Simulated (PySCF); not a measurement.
# A diatomic session: BeO+

What are the lowest state that PBE0 finds, the bond length, vibrational wavenumber and bond energy of BeO+, and how much do these hang on the method?

Method: Be aug-pcseg-1, O aug-pcseg-1, no relativity; program: PySCF 2.14.0.

### 1 The job

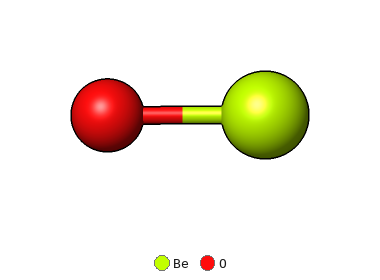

The two atoms at the starting distance (beryllium green, oxygen red).

Settings of the job:

```
atoms                         : Be, O
charge                        : 1
basis                         : Be aug-pcseg-1, O aug-pcseg-1
Hamiltonian                   : no relativity
basis functions               : 36
electrons treated             : 11
masses in u                   : 9.0122, 15.9949
levels                        : PBE0, PBE, r²SCAN, TPSSh, BP86, M06, LC-ωPBE, HF, MP2, SCS-MP2, CCSD, CCSD(T)
grid                          : 80 radial by 434 angular points
occupations                   : held fixed by the projection of orbital angular momentum
dissociation limit            : Be+ + O, each in its ground configuration
starting distance in angstrom : 1.660
values of 2S to try           : 1, 3
```

After the search, every level is run at each distance in turn; below they are sorted by level.

### 2 Which determinant to follow

At the starting distance of 1.660 Å the search finds these solutions (others can lie among them):

| 2Ms+1 | unpaired | term | E (eV) | ⟨S²⟩ | ⟨Lz²⟩ | μ (D) |
| --- | --- | --- | --- | --- | --- | --- |
| 2 | π ↑ | ²Π | 0.00 | 0.76 | 1.01 | -8.42 |
| 2 | σ ↑ | ²Σ⁺ | 1.87 | 0.75 | 0.00 | -8.38 |
| 4 | σ ↑, π ↑↑ | ⁴Σ⁻ | 2.34 | 3.75 | 0.00 | -1.59 |
| 2 | σ ↓, π ↑↑ | not assigned | 2.43 | 1.75 | 0.00 | -1.47 |
| 2 | σ ↑, π ↑↓ | not assigned | 3.18 | 1.75 | 2.01 | -1.53 |
| 4 | σ ↑↑, π ↑ | ⁴Π | 3.77 | 3.75 | 1.00 | -1.54 |
| 4 | π ↑↑↑ | ⁴Π | 5.32 | 3.75 | 1.00 | -3.40 |

A term symbol stands only where ⟨S²⟩ and ⟨Lz²⟩ are near those of a pure state. A positive dipole points from Be to O; in an ion it is taken about the centre of mass and does not tell which atom is negative.

Followed over a short scan are these candidates:

| 2Ms+1 | unpaired | R at minimum (Å) | energy at minimum (eV) |
| --- | --- | --- | --- |
| 2 | π ↑ | 1.45 | 0.00 |
| 4 | σ ↑, π ↑↑ | not bracketed | ≤ 2.65 |

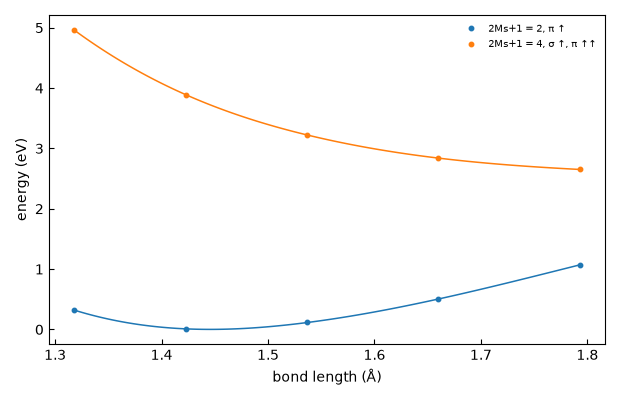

The followed solutions along the bond.

The search made 7 SCF attempts at the starting distance; with the short scans it took 3.2 s of wall time (1 thread, shared host).

### 3 PBE0 along the bond

State followed: ²Π (doublet), unpaired electrons π ↑. The scan is laid around 1.447 Å.

The SCF at the reference distance, 1.447 Å, printed:

```text
******** <class 'pyscf.dft.uks_symm.SymAdaptedUKS'> ********
method = SymAdaptedUKS
initial guess = minao
damping factor = 0
level_shift factor = 0
DIIS = <class 'pyscf.scf.diis.CDIIS'>
diis_start_cycle = 1
diis_space = 10
diis_damp = 0
SCF conv_tol = 1e-09
SCF conv_tol_grad = None
SCF max_cycles = 60
direct_scf = False
max_memory 909 MB (current use 245 MB)
number electrons alpha = 6  beta = 5
XC library pyscf.dft.libxc version 7.0.0
    S. Lehtola, C. Steigemann, M. J.T. Oliveira, and M. A.L. Marques.,  SoftwareX 7, 1–5 (2018)
XC functionals = PBE0
    C. Adamo and V. Barone.,  J. Chem. Phys. 110, 6158 (1999)
    M. Ernzerhof and G. E. Scuseria.,  J. Chem. Phys. 110, 5029 (1999)
small_rho_cutoff = 0
Overwritten attributes  get_hcore get_occ get_jk get_j get_k  of <class 'pyscf.dft.uks_symm.SymAdaptedUKS'>
Set gradient conv threshold to 3.16228e-05
init E= -89.3922939935346
cycle= 1 E= -89.4054352130366  delta_E= -0.0131  |g|= 0.00306  |ddm|= 0.0276
cycle= 2 E= -89.4054423497189  delta_E= -7.14e-06  |g|= 0.000998  |ddm|= 0.00417
cycle= 3 E= -89.4054428744444  delta_E= -5.25e-07  |g|= 0.000491  |ddm|= 0.0013
cycle= 4 E= -89.4054429901766  delta_E= -1.16e-07  |g|= 0.000243  |ddm|= 0.000521
cycle= 5 E= -89.4054430379766  delta_E= -4.78e-08  |g|= 3.92e-05  |ddm|= 0.00034
cycle= 6 E= -89.4054430415992  delta_E= -3.62e-09  |g|= 1.08e-05  |ddm|= 0.000125
cycle= 7 E= -89.4054430419222  delta_E= -3.23e-10  |g|= 1.2e-06  |ddm|= 4.22e-05
Extra cycle  E= -89.4054430419253  delta_E= -3.11e-12  |g|= 6.88e-07  |ddm|= 2.5e-06
converged SCF energy = -89.4054430419253  <S^2> = 0.75353996  2S+1 = 2.0035368
```

The curve and what changes along it:

| R (Å) | E (eV) | μ (D) | Mulliken charge of Be (e) | Mayer bond order | ⟨S²⟩ | HOMO (eV) | LUMO (eV) |
| --- | --- | --- | --- | --- | --- | --- | --- |
| 1.2444 | 0.9223 | -6.55 | 1.15 | 1.38 | 0.75 | -17.80 | -13.42 |
| 1.3023 | 0.4145 | -6.84 | 1.22 | 1.29 | 0.75 | -17.39 | -13.03 |
| 1.3602 | 0.1302 | -7.12 | 1.28 | 1.20 | 0.75 | -17.00 | -12.66 |
| 1.4036 | 0.0283 | -7.33 | 1.32 | 1.15 | 0.75 | -16.74 | -12.40 |
| 1.4470 | 0.0000 | -7.53 | 1.36 | 1.10 | 0.75 | -16.48 | -12.16 |
| 1.4904 | 0.0301 | -7.73 | 1.39 | 1.05 | 0.75 | -16.24 | -11.93 |
| 1.5483 | 0.1399 | -7.98 | 1.42 | 1.00 | 0.75 | -15.95 | -11.64 |
| 1.6206 | 0.3573 | -8.27 | 1.45 | 0.95 | 0.76 | -15.62 | -11.35 |
| 1.7075 | 0.6941 | -8.59 | 1.46 | 0.92 | 0.76 | -15.28 | -11.49 |
| 1.8232 | 1.2057 | -8.90 | 1.44 | 0.91 | 0.78 | -14.93 | -11.68 |

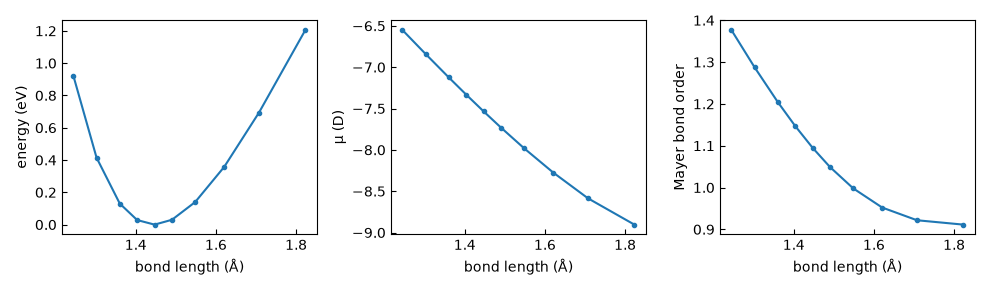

PBE0 along the bond.

The fit gives Re = 1.445 Å, ωe = 1214 cm⁻¹, ωexe = 8.38 cm⁻¹, αe = 0.0157 cm⁻¹, Be = 1.401 cm⁻¹, De = 3.53 eV, μ = -7.52 D.

Orbitals nearest the gap at 1.447 Å:

| spin | orbital | ε (eV) | filled | made of |
| --- | --- | --- | --- | --- |
| α | σ | -34.88 | yes | O s 90 % |
| β | σ | -32.68 | yes | O s 89 % |
| α | π | -19.12 | yes | O p 95 % |
| α | σ | -18.65 | yes | O p 81 % |
| β | σ | -17.90 | yes | O p 78 %, Be s 8 % |
| α | π | -17.22 | yes | O p 92 % |
| β | π | -16.48 | yes | O p 90 %, Be p 9 % |
| β | π | -12.16 | no | O p 79 %, Be p 20 % |
| α | σ | -11.15 | no | Be s 66 %, Be p 26 % |
| β | σ | -11.08 | no | Be s 64 %, Be p 28 % |
| α | π | -7.31 | no | Be p 101 % |

Polarisability there: 12.7 bohr³ along the bond, 9.2 across it.

### 4 Other states along the same grid

State 2: ⁴Σ⁻ (quartet), unpaired electrons σ ↑, π ↑↑, an excited solution.

The SCF at the reference distance, 1.447 Å, printed:

```text
******** <class 'pyscf.dft.uks_symm.SymAdaptedUKS'> ********
method = SymAdaptedUKS
initial guess = minao
damping factor = 0
level_shift factor = 0
DIIS = <class 'pyscf.scf.diis.CDIIS'>
diis_start_cycle = 1
diis_space = 10
diis_damp = 0
SCF conv_tol = 1e-09
SCF conv_tol_grad = None
SCF max_cycles = 60
direct_scf = False
max_memory 909 MB (current use 269 MB)
number electrons alpha = 7  beta = 4
XC library pyscf.dft.libxc version 7.0.0
    S. Lehtola, C. Steigemann, M. J.T. Oliveira, and M. A.L. Marques.,  SoftwareX 7, 1–5 (2018)
XC functionals = PBE0
    C. Adamo and V. Barone.,  J. Chem. Phys. 110, 6158 (1999)
    M. Ernzerhof and G. E. Scuseria.,  J. Chem. Phys. 110, 5029 (1999)
small_rho_cutoff = 0
Set gradient conv threshold to 3.16228e-05
init E= -89.2626528325459
cycle= 1 E= -89.2690212469722  delta_E= -0.00637  |g|= 0.00112  |ddm|= 0.041
cycle= 2 E= -89.2690225293879  delta_E= -1.28e-06  |g|= 0.000447  |ddm|= 0.00416
cycle= 3 E= -89.2690226155258  delta_E= -8.61e-08  |g|= 0.000215  |ddm|= 0.000579
cycle= 4 E= -89.2690226380421  delta_E= -2.25e-08  |g|= 2.36e-05  |ddm|= 0.000216
cycle= 5 E= -89.2690226386985  delta_E= -6.56e-10  |g|= 3.48e-06  |ddm|= 5.83e-05
Extra cycle  E= -89.2690226387067  delta_E= -8.2e-12  |g|= 1.42e-06  |ddm|= 5.59e-06
converged SCF energy = -89.2690226387067  <S^2> = 3.7529945  2S+1 = 4.001497
```

Re = 1.947 Å, ωe = 419 cm⁻¹, ωexe = 5.87 cm⁻¹, αe = 0.0163 cm⁻¹, Be = 0.7713 cm⁻¹, μ = -2.86 D. Its minimum lies 2.59 eV above that of the lowest state.

Energy (eV) from the lowest point of the lowest state:

| R (Å) | lowest | state 2 |
| --- | --- | --- |
| 1.244 | 0.922 | 6.129 |
| 1.302 | 0.415 | 5.173 |
| 1.360 | 0.130 | 4.459 |
| 1.404 | 0.028 | 4.044 |
| 1.447 | 0.000 | 3.712 |
| 1.490 | 0.030 | 3.446 |
| 1.548 | 0.140 | 3.173 |
| 1.621 | 0.357 | 2.933 |
| 1.708 | 0.694 | 2.750 |
| 1.823 | 1.206 | 2.628 |

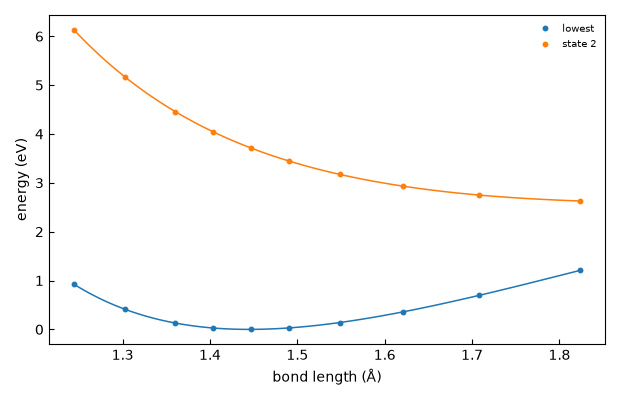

PBE0 curves of the followed states.

### 5 PBE

Log of the SCF at 1.447 Å:

```text
******** <class 'pyscf.dft.uks_symm.SymAdaptedUKS'> ********
method = SymAdaptedUKS
initial guess = minao
damping factor = 0
level_shift factor = 0
DIIS = <class 'pyscf.scf.diis.CDIIS'>
diis_start_cycle = 1
diis_space = 10
diis_damp = 0
SCF conv_tol = 1e-09
SCF conv_tol_grad = None
SCF max_cycles = 60
direct_scf = False
max_memory 909 MB (current use 252 MB)
number electrons alpha = 6  beta = 5
XC library pyscf.dft.libxc version 7.0.0
    S. Lehtola, C. Steigemann, M. J.T. Oliveira, and M. A.L. Marques.,  SoftwareX 7, 1–5 (2018)
XC functionals = PBE
    J. P. Perdew, K. Burke, and M. Ernzerhof.,  Phys. Rev. Lett. 77, 3865 (1996)
    J. P. Perdew, K. Burke, and M. Ernzerhof.,  Phys. Rev. Lett. 78, 1396 (1997)
    J. P. Perdew, K. Burke, and M. Ernzerhof.,  Phys. Rev. Lett. 77, 3865 (1996)
    J. P. Perdew, K. Burke, and M. Ernzerhof.,  Phys. Rev. Lett. 78, 1396 (1997)
small_rho_cutoff = 0
Set gradient conv threshold to 3.16228e-05
init E= -89.4018470613592
cycle= 1 E= -89.4017832150997  delta_E= 6.38e-05  |g|= 0.0476  |ddm|= 0.121
cycle= 2 E= -89.3966275920635  delta_E= 0.00516  |g|= 0.117  |ddm|= 0.13
cycle= 3 E= -89.402918507883  delta_E= -0.00629  |g|= 0.00426  |ddm|= 0.0843
cycle= 4 E= -89.4029294587058  delta_E= -1.1e-05  |g|= 0.000218  |ddm|= 0.00451
cycle= 5 E= -89.4029294838331  delta_E= -2.51e-08  |g|= 8.3e-05  |ddm|= 0.000249
cycle= 6 E= -89.4029294896722  delta_E= -5.84e-09  |g|= 1.51e-05  |ddm|= 0.000134
cycle= 7 E= -89.402929489948  delta_E= -2.76e-10  |g|= 3.98e-06  |ddm|= 3.47e-05
Extra cycle  E= -89.402929489914  delta_E= 3.41e-11  |g|= 9.63e-06  |ddm|= 1.05e-05
converged SCF energy = -89.402929489914  <S^2> = 0.7529867  2S+1 = 2.0029845
```

Re = 1.459 Å, ωe = 1165 cm⁻¹, ωexe = 8.48 cm⁻¹, αe = 0.0161 cm⁻¹, Be = 1.373 cm⁻¹, De = 3.86 eV, μ = -7.30 D.

### 6 r²SCAN

Log of the SCF at 1.447 Å:

```text
******** <class 'pyscf.dft.uks_symm.SymAdaptedUKS'> ********
method = SymAdaptedUKS
initial guess = minao
damping factor = 0
level_shift factor = 0
DIIS = <class 'pyscf.scf.diis.CDIIS'>
diis_start_cycle = 1
diis_space = 10
diis_damp = 0
SCF conv_tol = 1e-09
SCF conv_tol_grad = None
SCF max_cycles = 60
direct_scf = False
max_memory 909 MB (current use 252 MB)
number electrons alpha = 6  beta = 5
XC library pyscf.dft.libxc version 7.0.0
    S. Lehtola, C. Steigemann, M. J.T. Oliveira, and M. A.L. Marques.,  SoftwareX 7, 1–5 (2018)
XC functionals = R2SCAN
    J. W. Furness, A. D. Kaplan, J. Ning, J. P. Perdew, and J. Sun.,  J. Phys. Chem. Lett. 11, 8208-8215 (2020)
    J. W. Furness, A. D. Kaplan, J. Ning, J. P. Perdew, and J. Sun.,  J. Phys. Chem. Lett. 11, 9248-9248 (2020)
    J. W. Furness, A. D. Kaplan, J. Ning, J. P. Perdew, and J. Sun.,  J. Phys. Chem. Lett. 11, 8208-8215 (2020)
    J. W. Furness, A. D. Kaplan, J. Ning, J. P. Perdew, and J. Sun.,  J. Phys. Chem. Lett. 11, 9248-9248 (2020)
small_rho_cutoff = 0
Set gradient conv threshold to 3.16228e-05
init E= -89.4663197986495
cycle= 1 E= -89.4664879861513  delta_E= -0.000168  |g|= 0.0102  |ddm|= 0.0308
cycle= 2 E= -89.4663469724291  delta_E= 0.000141  |g|= 0.0207  |ddm|= 0.022
cycle= 3 E= -89.4665371823476  delta_E= -0.00019  |g|= 0.00025  |ddm|= 0.0147
cycle= 4 E= -89.4665372358757  delta_E= -5.35e-08  |g|= 6.57e-05  |ddm|= 0.000448
cycle= 5 E= -89.4665372407085  delta_E= -4.83e-09  |g|= 2.19e-05  |ddm|= 0.000115
cycle= 6 E= -89.4665372418002  delta_E= -1.09e-09  |g|= 5.02e-06  |ddm|= 7.06e-05
cycle= 7 E= -89.4665372418743  delta_E= -7.41e-11  |g|= 9.08e-07  |ddm|= 2.06e-05
Extra cycle  E= -89.466537241876  delta_E= -1.72e-12  |g|= 7.53e-07  |ddm|= 2.56e-06
converged SCF energy = -89.466537241876  <S^2> = 0.75435075  2S+1 = 2.004346
```

Re = 1.453 Å, ωe = 1195 cm⁻¹, ωexe = 8.22 cm⁻¹, αe = 0.0156 cm⁻¹, Be = 1.385 cm⁻¹, De = 3.65 eV, μ = -7.56 D.

### 7 TPSSh

Log of the SCF at 1.447 Å:

```text
******** <class 'pyscf.dft.uks_symm.SymAdaptedUKS'> ********
method = SymAdaptedUKS
initial guess = minao
damping factor = 0
level_shift factor = 0
DIIS = <class 'pyscf.scf.diis.CDIIS'>
diis_start_cycle = 1
diis_space = 10
diis_damp = 0
SCF conv_tol = 1e-09
SCF conv_tol_grad = None
SCF max_cycles = 60
direct_scf = False
max_memory 909 MB (current use 252 MB)
number electrons alpha = 6  beta = 5
XC library pyscf.dft.libxc version 7.0.0
    S. Lehtola, C. Steigemann, M. J.T. Oliveira, and M. A.L. Marques.,  SoftwareX 7, 1–5 (2018)
XC functionals = TPSSH
    V. N. Staroverov, G. E. Scuseria, J. Tao, and J. P. Perdew.,  J. Chem. Phys. 119, 12129 (2003)
small_rho_cutoff = 0
Set gradient conv threshold to 3.16228e-05
init E= -89.5181777427236
cycle= 1 E= -89.5183460411174  delta_E= -0.000168  |g|= 0.00323  |ddm|= 0.0294
cycle= 2 E= -89.5183357521353  delta_E= 1.03e-05  |g|= 0.00595  |ddm|= 0.00859
cycle= 3 E= -89.5183519325032  delta_E= -1.62e-05  |g|= 0.000183  |ddm|= 0.00447
cycle= 4 E= -89.5183519596163  delta_E= -2.71e-08  |g|= 7.8e-05  |ddm|= 0.0003
cycle= 5 E= -89.5183519652501  delta_E= -5.63e-09  |g|= 1.82e-05  |ddm|= 0.000117
cycle= 6 E= -89.5183519660396  delta_E= -7.89e-10  |g|= 7.93e-06  |ddm|= 5.73e-05
Extra cycle  E= -89.5183519660284  delta_E= 1.12e-11  |g|= 1.28e-05  |ddm|= 1.72e-05
converged SCF energy = -89.5183519660284  <S^2> = 0.75330452  2S+1 = 2.0033018
```

Re = 1.453 Å, ωe = 1189 cm⁻¹, ωexe = 8.22 cm⁻¹, αe = 0.0157 cm⁻¹, Be = 1.386 cm⁻¹, De = 3.61 eV, μ = -7.46 D. 6.6 s of CPU time for 12 points, integrals apart.

### 8 BP86 (GGA)

The SCF at the reference distance, 1.447 Å, printed:

```text
******** <class 'pyscf.dft.uks_symm.SymAdaptedUKS'> ********
method = SymAdaptedUKS
initial guess = minao
damping factor = 0
level_shift factor = 0
DIIS = <class 'pyscf.scf.diis.CDIIS'>
diis_start_cycle = 1
diis_space = 10
diis_damp = 0
SCF conv_tol = 1e-09
SCF conv_tol_grad = None
SCF max_cycles = 60
direct_scf = False
max_memory 909 MB (current use 252 MB)
number electrons alpha = 6  beta = 5
XC library pyscf.dft.libxc version 7.0.0
    S. Lehtola, C. Steigemann, M. J.T. Oliveira, and M. A.L. Marques.,  SoftwareX 7, 1–5 (2018)
XC functionals = B88,P86
    A. D. Becke.,  Phys. Rev. A 38, 3098 (1988)
    J. P. Perdew.,  Phys. Rev. B 33, 8822 (1986)
small_rho_cutoff = 0
Set gradient conv threshold to 3.16228e-05
init E= -89.5051654425454
cycle= 1 E= -89.505264838815  delta_E= -9.94e-05  |g|= 0.0357  |ddm|= 0.0955
cycle= 2 E= -89.5025793136928  delta_E= 0.00269  |g|= 0.0854  |ddm|= 0.0933
cycle= 3 E= -89.505881888336  delta_E= -0.0033  |g|= 0.00234  |ddm|= 0.0611
cycle= 4 E= -89.5058852320833  delta_E= -3.34e-06  |g|= 0.000173  |ddm|= 0.00261
cycle= 5 E= -89.5058852622257  delta_E= -3.01e-08  |g|= 8.4e-05  |ddm|= 0.000299
cycle= 6 E= -89.5058852697271  delta_E= -7.5e-09  |g|= 1.88e-05  |ddm|= 0.000181
cycle= 7 E= -89.5058852699895  delta_E= -2.62e-10  |g|= 2.55e-06  |ddm|= 2.82e-05
Extra cycle  E= -89.5058852699772  delta_E= 1.23e-11  |g|= 5.94e-06  |ddm|= 6.59e-06
converged SCF energy = -89.5058852699772  <S^2> = 0.75261579  2S+1 = 2.0026141
```

Re = 1.461 Å, ωe = 1167 cm⁻¹, ωexe = 8.33 cm⁻¹, αe = 0.0158 cm⁻¹, Be = 1.371 cm⁻¹, De = 3.89 eV, μ = -7.36 D. 2.7 s of CPU time for 12 points, integrals apart.

### 9 M06

Output of the SCF at 1.447 Å:

```text
******** <class 'pyscf.dft.uks_symm.SymAdaptedUKS'> ********
method = SymAdaptedUKS
initial guess = minao
damping factor = 0
level_shift factor = 0
DIIS = <class 'pyscf.scf.diis.CDIIS'>
diis_start_cycle = 1
diis_space = 10
diis_damp = 0
SCF conv_tol = 1e-09
SCF conv_tol_grad = None
SCF max_cycles = 60
direct_scf = False
max_memory 909 MB (current use 253 MB)
number electrons alpha = 6  beta = 5
XC library pyscf.dft.libxc version 7.0.0
    S. Lehtola, C. Steigemann, M. J.T. Oliveira, and M. A.L. Marques.,  SoftwareX 7, 1–5 (2018)
XC functionals = M06
    Y. Zhao and D. G. Truhlar.,  Theor. Chem. Acc. 120, 215 (2008)
    Y. Zhao and D. G. Truhlar.,  Theor. Chem. Acc. 120, 215 (2008)
small_rho_cutoff = 0
Set gradient conv threshold to 3.16228e-05
init E= -89.4823233321018
cycle= 1 E= -89.4828543840001  delta_E= -0.000531  |g|= 0.026  |ddm|= 0.0534
cycle= 2 E= -89.4824381363514  delta_E= 0.000416  |g|= 0.0411  |ddm|= 0.0485
cycle= 3 E= -89.4831594381353  delta_E= -0.000721  |g|= 0.00111  |ddm|= 0.0286
cycle= 4 E= -89.4831617546867  delta_E= -2.32e-06  |g|= 0.00022  |ddm|= 0.00287
cycle= 5 E= -89.4831618458106  delta_E= -9.11e-08  |g|= 4.5e-05  |ddm|= 0.000592
cycle= 6 E= -89.4831618472517  delta_E= -1.44e-09  |g|= 3.14e-06  |ddm|= 6.7e-05
cycle= 7 E= -89.4831618472621  delta_E= -1.04e-11  |g|= 5.01e-07  |ddm|= 5.58e-06
Extra cycle  E= -89.4831618472624  delta_E= -2.7e-13  |g|= 2.06e-07  |ddm|= 9e-07
converged SCF energy = -89.4831618472624  <S^2> = 0.75691649  2S+1 = 2.0069046
```

Re = 1.440 Å, ωe = 1234 cm⁻¹, ωexe = 8.77 cm⁻¹, αe = 0.0155 cm⁻¹, Be = 1.410 cm⁻¹, De = 3.77 eV, μ = -7.66 D.

### 10 LC-ωPBE (range-separated hybrid)

Log of the SCF at 1.447 Å:

```text
******** <class 'pyscf.dft.uks_symm.SymAdaptedUKS'> ********
method = SymAdaptedUKS
initial guess = minao
damping factor = 0
level_shift factor = 0
DIIS = <class 'pyscf.scf.diis.CDIIS'>
diis_start_cycle = 1
diis_space = 10
diis_damp = 0
SCF conv_tol = 1e-09
SCF conv_tol_grad = None
SCF max_cycles = 60
direct_scf = False
max_memory 909 MB (current use 253 MB)
number electrons alpha = 6  beta = 5
XC library pyscf.dft.libxc version 7.0.0
    S. Lehtola, C. Steigemann, M. J.T. Oliveira, and M. A.L. Marques.,  SoftwareX 7, 1–5 (2018)
XC functionals = LC_WPBE
    O. A. Vydrov and G. E. Scuseria.,  J. Chem. Phys. 125, 234109 (2006)
small_rho_cutoff = 0
Set gradient conv threshold to 3.16228e-05
init E= -89.4418877833383
cycle= 1 E= -89.4424932287422  delta_E= -0.000605  |g|= 0.00959  |ddm|= 0.0438
cycle= 2 E= -89.4425243124057  delta_E= -3.11e-05  |g|= 0.00707  |ddm|= 0.0132
cycle= 3 E= -89.4425468539199  delta_E= -2.25e-05  |g|= 0.00175  |ddm|= 0.00543
cycle= 4 E= -89.4425494704164  delta_E= -2.62e-06  |g|= 0.000339  |ddm|= 0.00242
cycle= 5 E= -89.4425499161355  delta_E= -4.46e-07  |g|= 0.000105  |ddm|= 0.00108
cycle= 6 E= -89.4425499492909  delta_E= -3.32e-08  |g|= 3.71e-05  |ddm|= 0.000365
cycle= 7 E= -89.4425499536347  delta_E= -4.34e-09  |g|= 1.06e-05  |ddm|= 0.000122
cycle= 8 E= -89.4425499540516  delta_E= -4.17e-10  |g|= 1.98e-06  |ddm|= 4.1e-05
Extra cycle  E= -89.4425499540595  delta_E= -7.86e-12  |g|= 1.04e-06  |ddm|= 4.32e-06
converged SCF energy = -89.4425499540595  <S^2> = 0.7526503  2S+1 = 2.0026485
```

Re = 1.442 Å, ωe = 1233 cm⁻¹, ωexe = 7.89 cm⁻¹, αe = 0.0149 cm⁻¹, Be = 1.407 cm⁻¹, De = 3.60 eV, μ = -7.59 D. 5 s of CPU time for 12 points, integrals apart.

### 11 UHF

The SCF at the reference distance, 1.447 Å, printed:

```text
******** <class 'pyscf.scf.uhf_symm.SymAdaptedUHF'> ********
method = SymAdaptedUHF
initial guess = minao
damping factor = 0
level_shift factor = 0
DIIS = <class 'pyscf.scf.diis.CDIIS'>
diis_start_cycle = 1
diis_space = 10
diis_damp = 0
SCF conv_tol = 1e-09
SCF conv_tol_grad = None
SCF max_cycles = 60
direct_scf = False
max_memory 909 MB (current use 253 MB)
number electrons alpha = 6  beta = 5
Overwritten attributes  get_hcore get_occ get_jk get_j get_k  of <class 'pyscf.scf.uhf_symm.SymAdaptedUHF'>
Set gradient conv threshold to 3.16228e-05
init E= -89.0904727029293
cycle= 1 E= -89.0961914681526  delta_E= -0.00572  |g|= 0.0251  |ddm|= 0.146
cycle= 2 E= -89.0965619109505  delta_E= -0.00037  |g|= 0.00829  |ddm|= 0.0273
cycle= 3 E= -89.0966231337254  delta_E= -6.12e-05  |g|= 0.00499  |ddm|= 0.0095
cycle= 4 E= -89.0966445012134  delta_E= -2.14e-05  |g|= 0.00178  |ddm|= 0.00617
cycle= 5 E= -89.0966520306614  delta_E= -7.53e-06  |g|= 0.000846  |ddm|= 0.00432
cycle= 6 E= -89.0966545677928  delta_E= -2.54e-06  |g|= 0.000228  |ddm|= 0.0032
cycle= 7 E= -89.0966547627635  delta_E= -1.95e-07  |g|= 3.61e-05  |ddm|= 0.001
cycle= 8 E= -89.0966547663651  delta_E= -3.6e-09  |g|= 1.03e-05  |ddm|= 0.000123
cycle= 9 E= -89.0966547666466  delta_E= -2.81e-10  |g|= 2.84e-06  |ddm|= 3.14e-05
Extra cycle  E= -89.096654766663  delta_E= -1.64e-11  |g|= 1.75e-06  |ddm|= 4.83e-06
converged SCF energy = -89.096654766663  <S^2> = 0.75853638  2S+1 = 2.0085182
```

Re = 1.433 Å, ωe = 1265 cm⁻¹, ωexe = 8.46 cm⁻¹, αe = 0.0153 cm⁻¹, Be = 1.425 cm⁻¹, De = 1.66 eV, μ = -8.02 D. 0.7 s of CPU time for 12 points, integrals apart.

[end of part 1 of 2]
